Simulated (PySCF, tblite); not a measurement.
**C2H8O3Si2: geometry, infrared bands and NMR shifts**

Aim: predict the infrared bands and NMR shifts of C2H8O3Si2 (`C[Si@H]1OCO[SiH2]O1`).

The runs use tblite 0.8.0 and PySCF 2.14.0, with density-fitted response routines of our own; the level of theory stands in each step. All values are computed, except where a source is named. Atoms are numbered from 0 throughout.

**1. Starting geometry**

15 atoms, charge 0, multiplicity 1; geometry from: force field or distance geometry start.

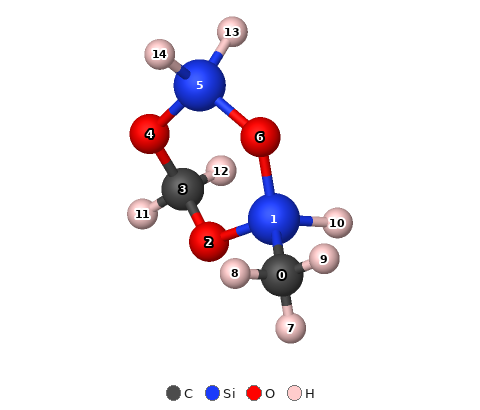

The starting geometry (carbon dark grey, silicon blue, oxygen red, hydrogen pink), atoms numbered.

**2. Relaxing the molecule with GFN2-xTB**

The job: settings as JSON, then the geometry in Å.

```
{"job": {"kind": "relax", "xc": "GFN2-xTB", "basis": "xTB"}, "charge": 0, "multiplicity": 1}
C      2.365200    -0.958000     0.233200
Si     0.886400    -0.064400    -0.466300
O     -0.388200    -1.083100    -0.763900
C     -1.690300    -0.471200    -0.815800
O     -2.138900     0.045900     0.445400
Si    -1.284400     1.332200     1.047800
O      0.297300     1.110900     0.560900
H      2.725100    -1.715100    -0.455500
H      2.115100    -1.454600     1.178900
H      3.177600    -0.264100     0.431700
H      1.257300     0.585100    -1.733600
H     -2.396000    -1.278700    -1.075600
H     -1.767800     0.270100    -1.602800
H     -1.795200     2.589500     0.463400
H     -1.367700     1.363500     2.530400
```

The run is started by

```
$ OMP_NUM_THREADS=1 python probes_run.py task.json out
```

The driver reads the jobs from task.json and runs them one after another.

**Question.** This job is followed by: GFN2-xTB harmonic vibrations, gas phase; GIAO PBE0/pcSseg-1 NMR shielding, non-relativistic, gas phase. Predict these results of the whole session: strongest single infrared mode (GFN2-xTB); zero-point energy (GFN2-xTB); 13C shifts against TMS (PBE0/pcSseg-1); 1H shifts against TMS (PBE0/pcSseg-1, means over atoms taken as alike); 29Si shifts against TMS (PBE0/pcSseg-1); 17O shifts against H2O (PBE0/pcSseg-1).

The runs gave:

```
                                                              quantity                                   value
                             strongest single infrared mode (GFN2-xTB)                   1090 cm⁻¹, 667 km/mol
                                          zero-point energy (GFN2-xTB)                           64.7 kcal/mol
                                13C shifts against TMS (PBE0/pcSseg-1)                           87.9, 1.2 ppm
1H shifts against TMS (PBE0/pcSseg-1, means over atoms taken as alike)  5.87, 5.67, 5.30, 5.26, 5.07, 0.25 ppm
                               29Si shifts against TMS (PBE0/pcSseg-1)                        -20.0, -35.9 ppm
                                17O shifts against H2O (PBE0/pcSseg-1)                    98.9, 85.0, 81.4 ppm
```

**Reading.** The optimisation took 46 steps and gained 0.339 eV; among the close pairs (by a distance rule), O2–C3 changed most, from 1.440 to 1.382 Å. All 39 modes are real, so the xTB geometry is a minimum. The strongest single mode, at 1090 cm⁻¹, is carried by C3, O2, O4, O6. GFN2-xTB is a fitted tight-binding method: band positions and strengths are rough. Its intensities can rank the bands wrongly. At PBE0/pcSseg-1: The largest span, 171 ppm, is at O4, where the paramagnetic term is -148 ppm.
